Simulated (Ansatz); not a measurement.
## Al2Pt: valence-band photoemission

Aim: the valence spectrum of Al2Pt from He I to hard X-rays, and which orbitals make each feature.

Program: Ansatz 0.2.0. Level of theory: DFT, PBEsol, plane-wave PAW, default files, scalar-relativistic, in the first sound run; inputs show where later runs differ. Results are calculated unless marked as measured.

The database entry behind the starting cell differs from later determinations by our own check (0.1 to 0.3 % short, probably kX units), so it need not match the best structure at ambient conditions.

## Step 1: The structure

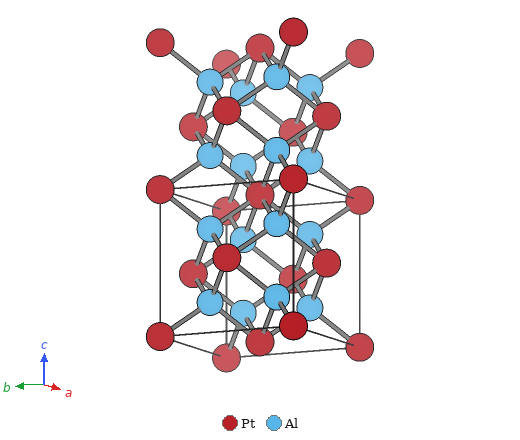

The cell as given, from a free direction (platinum red, aluminium blue). 1×1×2 cells are drawn. This picture shows the conventional cell, with its axes. Some periodic images of atoms are drawn too.

## Step 2: The base run

First the ground state, then the DOS by atom and shell, which the cross sections turn into spectra. The DOS is taken on a denser mesh than the density.

The input, input.yaml:

```yaml
crystal:
  lattice:
    - [0.0, 2.955, 2.955]
    - [2.955, 0.0, 2.955]
    - [2.955, 2.955, 0.0]
  atoms:
    - { symbol: Pt, position: [0.0, 0.0, 0.0] }
    - { symbol: Al, position: [0.75, 0.75, 0.75] }
    - { symbol: Al, position: [0.25, 0.25, 0.25] }
kpoints:
  mp_grid: { grid: [12, 12, 12] }
  band_path:
    path:
      - [[0.0, 0.0, 0.0], [0.5, 0.0, 0.5], [0.625, 0.25, 0.625]]
      - [[0.375, 0.375, 0.75], [0.0, 0.0, 0.0], [0.5, 0.5, 0.5], [0.5, 0.25, 0.75], [0.5, 0.0, 0.5]]
    npoints: 15
scf:
  occupations: { method: fermi_dirac, width: 0.05 }
  n_extra_bands: 10
hamiltonian:
  xc: pbesol
  pseudopotentials: { kind: paw }
output:
  forces: true
  stress: true
  dos:
    projected: true
    de: 0.05
    e_range: [-30, 12]
    nscf_kmesh: { grid: [18, 18, 18] }
  fatbands: true
  write_density: true
  write_potential: true
  elf: true
  volumetric_format: npy
```

Started as:

```console
ansatz run input.yaml --threads 2 --pin off --max-ram 4096MiB --backend cpu --events-out ev --progress --plain --runs-dir out
```

Numbers of over 12 decimals in the logs are rounded to 6 here.

The program printed:

```text
scf.n_extra_bands = 10 over 12 filled bands (N_el = 24.0): the run solves 22 bands
Engine: ansatz 0.2.0, x86_64-unknown-linux-gnu
Pseudopotentials: kind: paw
Pseudopotential: Pt, paw, valence charge 18, recommended cutoff 420 eV (normal), Pt.paw.azcp
Pseudopotential: Al, paw, valence charge 3, recommended cutoff 420 eV (normal), Al.paw.azcp
Functional definition: PBEsol
  exchange = pbesol_x
  correlation = pbesol_c
Crystal: 3 atoms, lattice volume = 51.606 Å³
Basis set: ecut = 420 eV, 965 PW (Γ), exchange–correlation on 60×60×60 points (8 copies of the dense FFT grid, shifted against one another)
Bands: 22, of which v1, the nominal top of the filled ones, is band 12 counted from 1 (11 counted from 0)
Symmetry: 48 space group operations
Space group: Fm-3m (ITA 225), of the structure as read, at distance tolerance 3.7e-5 Å
k-points: 72 of 1728
Non-local potential: Pt, projectors of the file, l = 0: 3, l = 1: 2, l = 2: 2, l = 3: 1
Non-local potential: Al, projectors of the file, l = 0: 2, l = 1: 2, l = 2: 1
PAW form: soft (Blöchl's): semilocal exchange-correlation on the pseudo side does not see the compensation charge
PAW frozen core: Pt, regenerated for the run's functional, and the local potential with it (the file was generated under x = pbe(κ = 0.804, μ = 0.219515), c = pbe(β = 0.066725))
PAW frozen core: Al, regenerated for the run's functional, and the local potential with it (the file was generated under x = pbe(κ = 0.804, μ = 0.219515), c = pbe(β = 0.066725))
PAW one-centre angular grid: Pt, 590 points (default); XC on 64 Gauss nodes
PAW one-centre angular grid: Al, 110 points (default); XC on 64 Gauss nodes
Initial density: superposition of atomic densities (neutral atoms: chi_scale 0, normalization atom), corrected by the library's trained network
Initial wavefunctions: pseudopotential atomic-orbital guess
Functional: x = pbesol(κ = 0.804, μ = 0.123457), c = pbesol(β = 0.046)
SCF iter   1: F=—  HF=-13435.516841 eV  |F-HF|=—  |Δ(HF+E_count)|=         —  Δρ=2.22e-3  dr2=3.33e-3  ethr=1.77e-3  ⟨swp⟩=5.4  Hψ=7905  notcnv=0  defer=35
preconditioner: auto → Kerker (q_TF=auto, 2.401 Å⁻¹)  [metal: Δε(μ)=0.033 eV  Ē_g=11.876 eV  σ=0.050 eV  W_gap=0.16  n_scr=14 (ndim 8)  ℏωp=20.7 eV  f_vac=0.001  D(μ)=1.18/eV (n_scr^D=8)]
SCF iter   2: F=—  HF=-13435.516549 eV  |F-HF|=—  |Δ(HF+E_count)|=   2.93e-4  Δρ=8.08e-4  dr2=2.98e-4  ethr=1.39e-5  ⟨swp⟩=2.0  Hψ=2461  notcnv=0  defer=155
SCF iter   3: F=—  HF=-13435.516534 eV  |F-HF|=—  |Δ(HF+E_count)|=   1.45e-5  Δρ=3.14e-4  dr2=4.69e-5  ethr=1.24e-6  ⟨swp⟩=1.3  Hψ=1520  notcnv=0  defer=155
SCF iter   4: F=—  HF=-13435.516510 eV  |F-HF|=—  |Δ(HF+E_count)|=   2.39e-5  Δρ=6.78e-5  dr2=4.42e-6  ethr=1.95e-7  ⟨swp⟩=2.1  Hψ=2157  notcnv=0  defer=155
SCF iter   5: F=—  HF=-13435.516511 eV  |F-HF|=—  |Δ(HF+E_count)|=   9.08e-7  Δρ=2.08e-5  dr2=3.64e-7  ethr=1.84e-8  ⟨swp⟩=2.2  Hψ=1779  notcnv=0  defer=155
SCF iter   6: F=-13435.516511 eV  HF=-13435.516511 eV  |F-HF|=2.15e-8  |Δ(HF+E_count)|=   1.15e-8  Δρ=7.45e-6  dr2=3.11e-8  ethr=4.17e-10  ⟨swp⟩=12.2  Hψ=9972  notcnv=0
SCF 1 converged in 6 iterations: F = -13435.516511 eV  dr2 = 3.11e-8
  greatest PAW one-centre occupation: 1.000 electrons in one spin orbital (limit 2), on the Pt atom at site 0 (counted from 0), in its partial waves of l = 0
NSCF: frozen V_eff on 92 k-points
NSCF: frozen V_eff on 195 k-points
SCF converged after 6 iterations
Free energy (F): -13435.516511 eV
Harris-Foulkes:  -13435.516511 eV  (|F-HF|=2.15e-8)
Internal energy: -13435.506614 eV  (E = F + TS)
E sigma→0 (E₀):  -13435.511563 eV
Entropy (-TS):   -0.009897 eV (-3.299 meV/atom)
Fermi energy:    11.301350 eV
--- Per-component energies (eV) ---
  E_band       = -314.076434
  E_kinetic    = 687.229413
  E_local      = -2704.145771  (includes V_loc(G=0)·N_el)
  E_nonlocal   = 220.923224
  E_hartree    = 1072.351114
  E_xc         = -341.094001
  E_vxc        = -363.337965  (∫ρ·V_xc dr)
  E_paw        = -10225.943330  (= ΣΔE_a)
  E_vpaw       = -299.457143  (= ΣTr[D̂ρ^β])
  E_aug_tail   = 0.000175  (compensation charges beyond the density's cutoff)
  E_ewald      = -2145.152698
  E_core_change = 0.325259  (= ΣΔE_core)
  E_smearing   = -0.009897  (= −TS)
  E_closure    = 0.000000  (closes the sum)
  Σ components = -13435.516511   (vs F -13435.516511, Δ=0.00e0)
--- Forces (eV/Å), atoms counted from 1 ---
  atom   1  Pt    -0.00000000     0.00000000     0.00000000
  atom   2  Al    -0.00000000     0.00000000    -0.00000000
  atom   3  Al     0.00000000     0.00000000    -0.00000000
  max |Σ_I F_I| component: 2.31e-17 eV/Å
--- Stress (GPa, compression-positive) ---
       -0.939346       0.000000      -0.000000
       -0.000000      -0.939346      -0.000000
       -0.000000       0.000000      -0.939346
  P = ⅓ Tr σ = -0.9393 GPa (-9.393 kbar)
--- Band table (eV; the first three rows and the last of 72) ---
  k-point 0: bands = [... 8 lower, 7.5718, 7.5718, 14.2606, 15.0699, 15.0699, 15.0699, 16.7005, 16.7005, ... 6 higher]
  k-point 1: bands = [... 8 lower, 7.5601, 7.5601, 13.7591, 14.4829, 14.7983, 14.7983, 17.0085, 17.0085, ... 6 higher]
  k-point 2: bands = [... 8 lower, 7.5407, 7.5407, 12.0387, 14.2181, 14.2181, 14.7396, 16.9938, 17.0493, ... 6 higher]
  k-point 71: bands = [... 8 lower, 7.4840, 8.0088, 8.4921, 8.4921, 10.3854, 16.4839, 16.4839, 17.3869, ... 6 higher]
```

Wall time 11 s (2 threads of AMD EPYC 7R43, shared host); peak memory 0.44 GiB.

Numbers from this step:

```
free energy                                    : -13435.5165 eV
energy at zero smearing                        : -13435.5116 eV
smearing term TS                               : 0.009897 eV
Fermi energy                                   : 11.30 eV
symmetry operations                            : 48
pressure                                       : -0.9393 GPa
zero of energy                                 : Fermi level
share of occupied states in no projected shell : 0.0104 of the occupied states in the window
DOS at the Fermi level                         : 1.200 states/eV/cell
```

Electronic bands along the path, in eV, zero at the Fermi level; # counts the bands kept:

```
    point     #5     #6     #7     #8     #9   #10   #11   #12
        Γ  -3.70  -3.70   2.99   3.80   3.80  3.80  5.43  5.43
        X  -3.79  -3.43  -3.20  -1.60  -1.60  3.17  3.33  8.05
        U  -3.97  -3.64  -3.05  -2.00  -0.60  3.29  5.39  6.76
jump to K  -3.97  -3.64  -3.05  -2.00  -0.60  3.29  5.39  6.76
        Γ  -3.70  -3.70   2.99   3.80   3.80  3.80  5.43  5.43
        L  -3.72  -3.48  -3.48   1.02   1.02  3.74  5.16  5.16
        W  -3.79  -3.26  -2.78  -2.78  -0.89  5.21  5.21  6.11
        X  -3.79  -3.43  -3.20  -1.60  -1.60  3.17  3.33  8.05
```

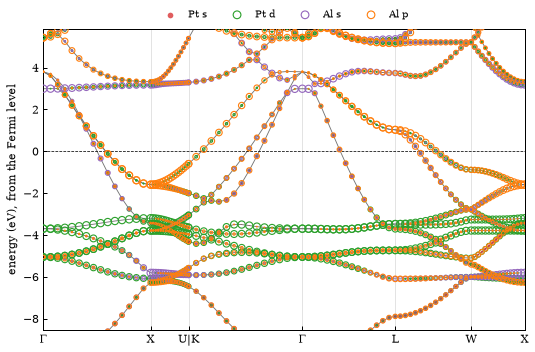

Electronic bands along the path; dots are coloured as in the legend, and their area grows with the weight.

The DOS has structure finer than the step of the table below, so its rows give means over 1 eV, whole bins alone (the curve runs from -11.7 to 8.93 eV). Peaks (eV: height): total -6.0: 6.91, -4.8: 8.07, -3.9: 5.89, -3.6: 7.55; Pt 5d -6.0: 3.11, -4.8: 6.34, -3.9: 4.97, -3.6: 6.64; Al 3p -6.0: 1.28, -4.8: 1.59, 5.2: 1.65, 6.2: 1.41; Al 3s -6.0: 2.43, 3.6: 1.28, 5.2: 0.564; Pt 6s -7.9: 0.186, -3.6: 0.239, 3.8: 0.169, 6.5: 0.424.

* holds the states left over by the projection beside any projected weight of its own. The DOS by E, zero at the Fermi level; means over each step; values in states/eV/cell:

```
E (eV)  total    Pt 5d   Al 3p   Al 3s    Pt 6s   Pt 6p*
   -11      0        0       0       0        0        0
   -10  0.131   2.4e-4  0.0217  0.0587   0.0498   6.2e-4
    -9  0.393  0.00646   0.126   0.145    0.113  0.00255
    -8  0.699   0.0567   0.267   0.217    0.154  0.00495
    -7  0.627    0.103   0.223   0.190    0.106  0.00501
    -6   2.06    0.972   0.428   0.613   0.0233   0.0203
    -5   3.06     2.22   0.677   0.105   0.0349   0.0153
    -4   4.35     3.60   0.492  0.0700    0.155   0.0305
    -3   2.02     1.48   0.293   0.136   0.0901   0.0267
    -2  0.876    0.266   0.395   0.127   0.0602   0.0284
    -1   1.15    0.259   0.683   0.123   0.0381   0.0499
     0   1.20    0.199   0.797   0.103   0.0239   0.0777
     1  0.875   0.0920   0.608  0.0657   0.0133   0.0959
     2  0.383   0.0341   0.224  0.0367  0.00675   0.0812
     3  0.730    0.101   0.179   0.307   0.0367    0.106
     4   1.76    0.157   0.589   0.633    0.138    0.242
     5   1.44    0.118   0.723   0.274    0.112    0.217
     6   2.22    0.136    1.25   0.233    0.227    0.372
     7   1.92   0.0576    1.00   0.147    0.194    0.521
     8   1.61   0.0304   0.633   0.110   0.0771    0.758
```

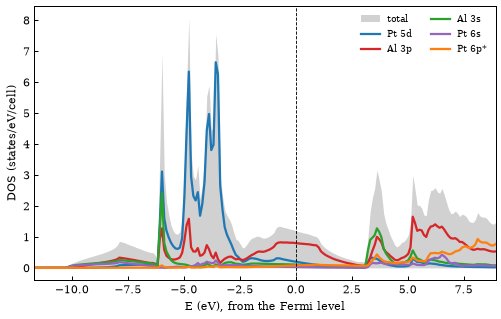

DOS against E.

This run's widths, added to any smearing of the DOS itself: Gaussian 0.2 eV, Lorentzian 0.05 eV. Intensity against binding energy, zero at the Fermi level; values in % of the maximum within 13 eV:

```
binding energy (eV)  21.2 eV  150 eV  400 eV  1486.7 eV  5950 eV
                  0     2.19    8.59    3.69       2.30     2.22
                  2     5.96    13.8    8.09       6.29     6.27
                  4     67.8    73.2    69.1       68.0     68.0
                  6     34.6    69.8    46.4       37.2     36.0
                  8     1.43    10.1    4.24       2.13     2.36
                 10    0.111    1.89   0.805      0.339    0.454
```

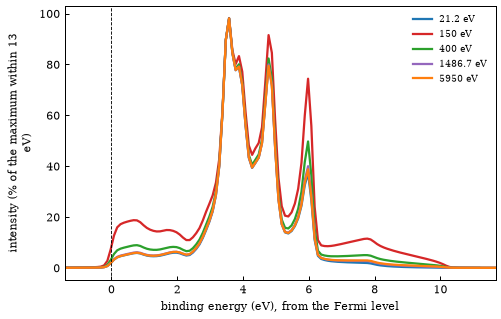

Intensity, plotted against binding energy.

Maxima picked by a test of local sharpness, so broad peaks and shoulders can be missing; peaks within 0.45 eV of a curve's cut are left out. Valence peaks, by row:

```
photon energy (eV)  binding energy (eV)  height (% of the maximum within 13 eV)  main shell  its share (%)
              21.2                 5.95                                    37.8       Pt 5d          96.91
              21.2                  4.8                                   81.85       Pt 5d          99.37
              21.2                 3.85                                   79.26       Pt 5d          99.59
              21.2                 3.55                                     100       Pt 5d          99.72
              21.2                 1.95                                   6.046       Pt 5d           95.5
              21.2                 0.75                                   5.917       Pt 5d          93.06
               150                 7.75                                   11.53       Al 3s          42.05
               150                    6                                   74.69       Pt 5d          44.13
               150                  4.8                                   93.89       Pt 5d           80.1
               150                  3.9                                   83.56       Pt 5d          86.95
               150                 3.55                                     100       Pt 5d          92.21
               150                  1.7                                   14.94       Al 3p           47.3
               150                  0.7                                   18.82       Al 3p          59.44
               400                 5.95                                   49.95       Pt 5d          71.78
               400                  4.8                                   84.16       Pt 5d          94.58
               400                 3.85                                   80.14       Pt 5d          96.39
               400                 3.55                                     100       Pt 5d           97.6
               400                  1.9                                   8.294       Pt 5d          67.79
               400                 0.75                                   8.975       Pt 5d          60.05
              1487                 5.95                                   40.42       Pt 5d           90.2
              1487                  4.8                                   81.67       Pt 5d          99.13
              1487                 3.85                                   79.34       Pt 5d          99.03
              1487                 3.55                                     100       Pt 5d          99.26
              1487                 1.95                                    6.38       Pt 5d          90.08
              1487                 0.75                                   6.165       Pt 5d           88.9
              5950                 5.95                                   39.22       Pt 5d          92.59
              5950                  4.8                                   81.09       Pt 5d          99.44
              5950                 3.85                                   79.33       Pt 5d          98.65
              5950                 3.55                                     100       Pt 5d          98.87
              5950                 1.95                                    6.35       Pt 5d          90.16
              5950                 0.75                                   5.994       Pt 5d          91.08
```

The intensity has structure finer than the step of the table below, so its rows give means over 1 eV, whole bins alone (the curve runs from -11.7 to 1.43 eV). Peaks (eV: height): Pt L-beta5 -4.2: 100.0; Al K-beta -4.8: 99.5, -0.7: 90.0; Al L2,3 -6.0: 99.8.

Shapes are the site's partial DOS without matrix elements, which overweights lines from ligand s bands. Table of intensity by emission energy less the core level's binding energy, zero at the Fermi level; means over each step; values in % of the unpolarised maximum:

```
emission energy less the core level's binding energy (eV)  Pt L-beta5  Al K-beta  Al L2,3
                                                      -11        15.9       1.46   0.0111
                                                      -10        21.1       5.39     4.53
                                                       -9        28.8       17.7     11.1
                                                       -8        40.2       32.9     16.5
                                                       -7        56.3       33.2     14.6
                                                       -6        76.0       54.5     46.4
                                                       -5        93.3       80.2     8.53
                                                       -4        99.1       65.3     5.32
                                                       -3        88.9       44.6     10.3
                                                       -2        69.8       54.2     9.75
                                                       -1        51.5       81.2     9.40
                                                        0        37.3       51.0     4.28
```

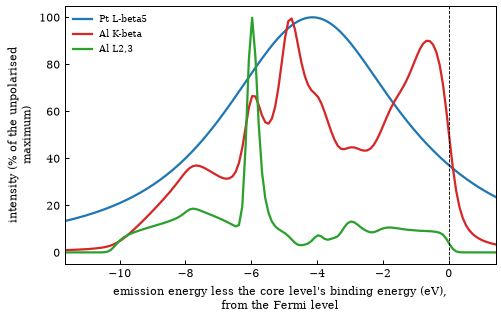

Intensity, plotted against emission energy less the core level's binding energy.

Broadened DOS, unweighted empty DOS against E, zero at the Fermi level; read off at these points:

```
E (eV)  broadened DOS, unweighted empty DOS (states/eV/cell)
 -0.50                                                0.0151
  0.00                                                 0.581
  0.50                                                  1.08
  1.00                                                 0.895
  1.50                                                 0.565
  2.00                                                 0.377
  2.50                                                 0.261
  3.00                                                 0.489
  3.50                                                  2.22
  3.68                                                  2.42
  4.00                                                  1.70
  4.50                                                 0.838
  5.00                                                  1.36
  5.50                                                  2.07
  6.00                                                  2.25
  6.28                                                  2.45
  6.50                                                  2.37
  7.00                                                  1.86
  7.50                                                  1.66
  8.00                                                  1.59
```

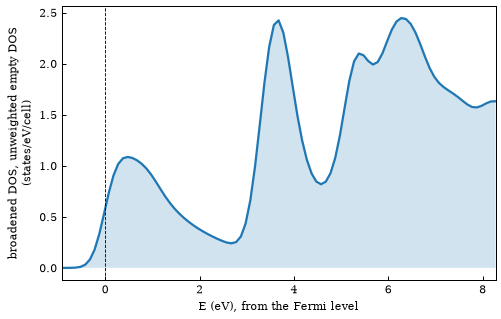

Broadened DOS, unweighted empty DOS against E.

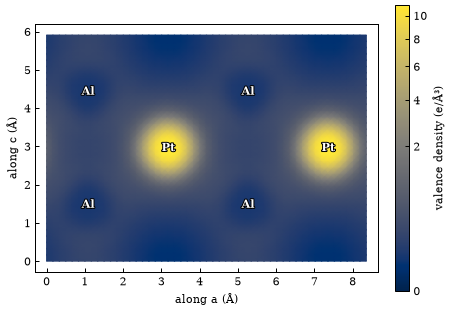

Valence density in the ac plane of a cell with a along [110], b along [-110] and c along [001] of the cube at fractional y = 0.000, with atoms of Pt and Al within 0.2 Å of it. It is the smooth field of the valence electrons, not physical close to the nuclei. The map starts off the cell's origin, so that atoms lie inside it. The colour scale is stretched toward low values.

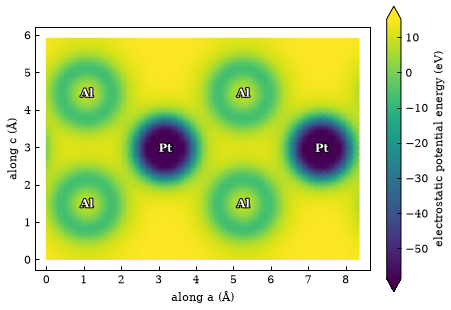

Electrostatic potential energy in the ac plane of a cell with a along [110], b along [-110] and c along [001] of the cube at fractional y = 0.000, with atoms of Pt and Al within 0.2 Å of it. With pseudopotentials it is smooth inside the atoms' cores, unlike the true potential. The map starts off the cell's origin, so that atoms lie inside it.

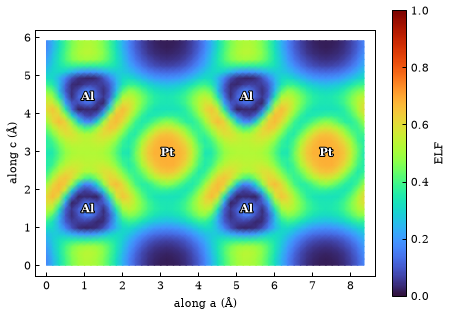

ELF in the ac plane of a cell with a along [110], b along [-110] and c along [001] of the cube at fractional y = 0.000, with atoms of Pt and Al within 0.2 Å of it. It is the smooth field of the valence electrons, not physical close to the nuclei. The map starts off the cell's origin, so that atoms lie inside it.

The spectra weight each projected shell by its atomic cross section (Dirac–Hartree–Slater) and angular factor, for unpolarised light with the analyser at 45° from the beam. Broadening, on top of any smearing of the DOS itself: a Gaussian of 0.2 eV and a Lorentzian of 0.05 eV plus 0 times the binding energy (full widths), Fermi edge at 300 K. Curves are cut 10 eV under the photon energy, above any shell that the free atom's threshold puts out of reach, or at the lower edge of the window: 11.2 eV at 21.2 eV, 11.7 eV at 150 eV, 11.7 eV at 400 eV, 11.7 eV at 1486.7 eV and 11.7 eV at 5950 eV. A star in tables and legends marks shells that hold the states left over by the projection (1.0 % of the filled ones), a stand-in for orbitals that the files don't project on. Dipole terms alone, which is rough above 3 keV; no background, satellites or final-state effects.

Share of each shell in the spectrum's area (%), by photon energy:

```
shell  21.2 eV  150 eV  400 eV  1486.7 eV  5950 eV
Pt 6s      0.2     1.5     1.2        1.0      2.3
Pt 5d     98.3    61.3    84.4       95.4     95.3
Al 3s      0.6    14.7     7.7        2.7      2.1
Al 3p      0.9    22.4     6.5        0.8      0.2
```

At the Fermi level the DOS is 1.20 states/eV a cell, and on the broadened curves Al 3p holds 67 % of the total there.

(Part 1 of 3 ends here.)

[Logs are printed without paths, hosts, clocks, repeated set-up lines and the standing remarks that a program may print on its own settings, such as how far it seeks lower states.]

[Hosts, paths, dates, database ids (printed as entryN), source tags and the programs' standing remarks are cut or masked in the printed files.]

[Maps of the electrostatic potential energy from Ansatz leave out the sawtooth potential of an applied field or a dipole correction, so their vacuum need not be flat; work functions include it.]

[Peak lists hold at most the 14 tallest peaks of each spectrum; further lines can be left out.]
